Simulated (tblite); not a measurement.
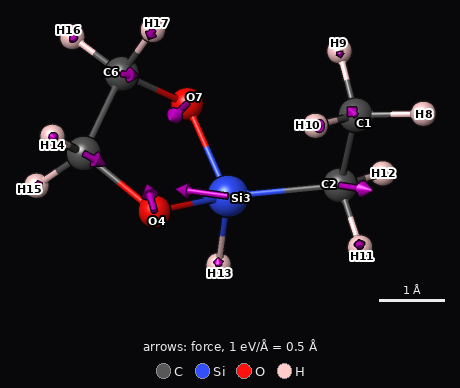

Starting geometry of C4H10O2Si with the computed forces as purple arrows. A ball-and-stick model, seen at a tilt.

These are results of GFN2-xTB geometry optimisation, gas phase in tblite, not measurements. 

Q: Is this structure relaxed? If not, where do the atoms go?

A: It isn't relaxed: the largest force vector, on the Si atom, is 1.79 eV/Å. The final displacements have little in common with the starting forces (cosine between the two patterns 0.17). An H atom moves most after the best rigid fit: 0.38 Å. By element the largest moves are H 0.38 Å, O 0.19 Å, C 0.10 Å, Si 0.09 Å. Among the contacts that change: C–Si 1.846 → 1.893 Å, O–Si 1.690 → 1.644 Å, C–O 1.442 → 1.398 Å, H–Si 1.475 → 1.462 Å. Bond angles that change, for instance: Si–O–C 107.1° → 112.2°, C–Si–O 114.4° → 111.5°, Si–O–C 108.3° → 111.1°. Groups turn about C–C by about 20°, C–O by about 20°. After 61 geometry steps the energy has fallen by 17.4 kJ/mol.
